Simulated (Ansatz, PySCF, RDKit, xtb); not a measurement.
# Which structure has the formula SiNH5O2?

Task: start from the formula SiNH5O2, draw up candidate structures, narrow them down in stages, and characterise the one that lies lowest at 298.15 K.

Plan: many cheap relaxations first (GFN2-xTB), then density-functional screening, relaxation at B3LYP/6-31G*, vibrations and a final energy. The numbers are computed, not measured.

9 further runs of the same task are left out: 9 set aside as unsound or not needed.

### 1 Possible bonding patterns

A program enumerates the bonding patterns with one Lewis structure each (two rings at most, one unusual centre or charged pair), with their diastereomers. O–O, O–halogen and N–halogen bonds and N–N–N chains are not drawn. That gives 17 candidates.

c085 ON(O)[SiH3]; c087 ON[SiH-][OH2+]; c304 NO[SiH2]O; c350 N[OH+][SiH-]O; c408 ON[OH+][SiH2-]; c427 [O-][NH2+][SiH2]O; c506 ONO[SiH3]; c528 ON[SiH2]O; c554 [NH3+][Si@H-](=O)O; c582 O[NH+](O)[SiH2-]; c673 N[SiH](O)O; c830 N[Si-](O)[OH2+]; c834 NO[SiH-][OH2+]; c870 [NH3+][Si-](O)O; c884 [O-][N@H+](O)[SiH3]; c933 [O-][NH2+]O[SiH3]; c995 O[NH2+][SiH-]O.

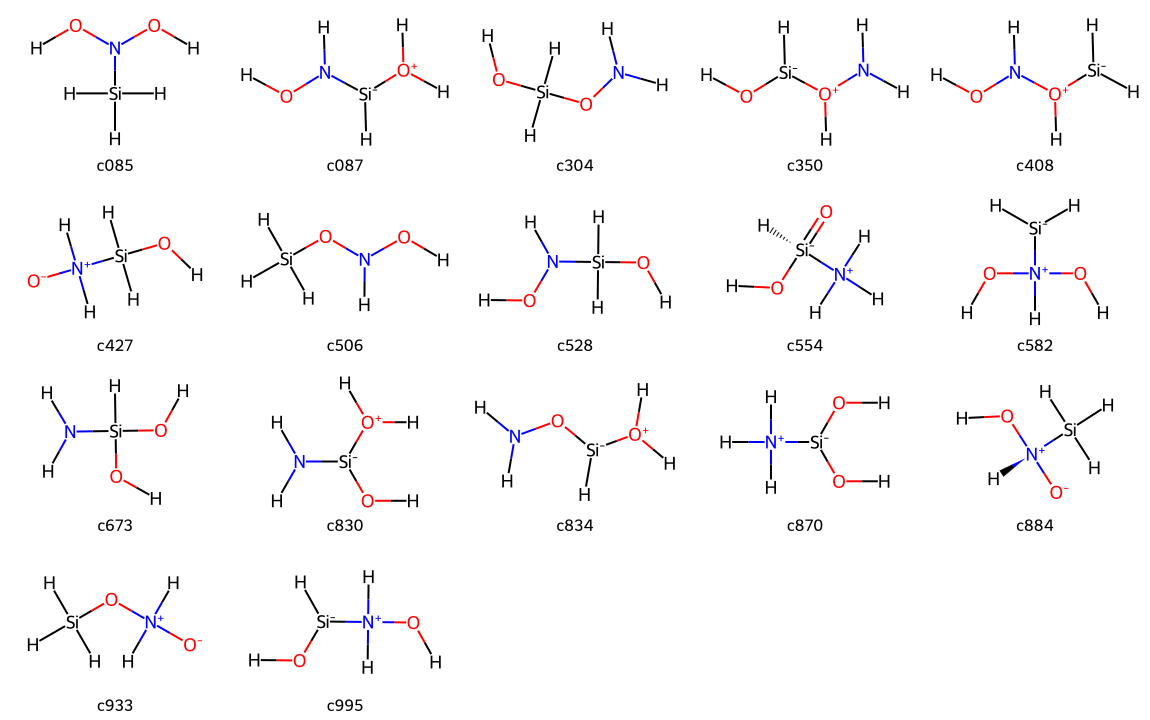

Structural formulas of the candidates.

Candidates are built by distance geometry, with a force field where one applies, in up to four conformers (letters a to d). 6 starts with atoms placed at random are added, to find patterns that the rules miss.

Q: Predict the outcome of this search (final energies at CCSD(T)/def2-TZVP).

| quantity | value |
| --- | --- |
| lowest structure found | N[SiH](O)O, singlet, C1 |
| next finalist | [NH3][SiH]([O])[OH] ‡, singlet, 27.7 kcal/mol higher in G |
| share at equilibrium, among the finalists | 100.0 % |
| harmonic wavenumbers, lowest and highest (B3LYP/6-31G*) | 90 and 3805 cm⁻¹ |
| rotational constants, same geometry | 0.2371, 0.2006, 0.1261 cm⁻¹ |
| dipole moment (PBE0/def2-TZVPD) | 1.57 D |
| HOMO energy (PBE0/def2-TZVPD) | -7.86 eV |
| LUMO energy (PBE0/def2-TZVPD) | -0.04 eV |
| HOMO–LUMO gap (PBE0/def2-TZVPD) | 7.82 eV |
| lowest excitation (TD-CAM-B3LYP/def2-SVPD) | 7.00 eV (f = 0.060) |
| strongest of the states computed, same level | 9.05 eV (f = 0.072) |
| lowest triplet excitation, same level, Tamm-Dancoff | 6.63 eV |
| vertical ionisation energy | 10.17 eV |
| vertical electron affinity | -0.89 eV (unbound: the value depends on the basis) |
| vertical triplet less singlet | +6.31 eV |

The lowest structure found is `N[SiH](O)O`. Among the finalists first place is clear (27.7 kcal/mol); structures outside the list aren't covered. GFN2-xTB, HF/STO-3G, r2SCAN-D4/def2-SVP, B3LYP/6-31G*, HF/def2-TZVP and MP2/def2-TZVP already put its bonding pattern lowest among the structures in one piece. Lowest found is not proven lowest: the search is finite, and each finalist counts with one conformer. Patterns outside the rules of the enumeration were met only by chance. The lowest isomer need not be the one that is made and kept in a bottle, which depends on barriers.

‡ marks the bonded skeleton alone, with all bonds drawn single: no Lewis structure was assigned that passes a check against the bond lengths.
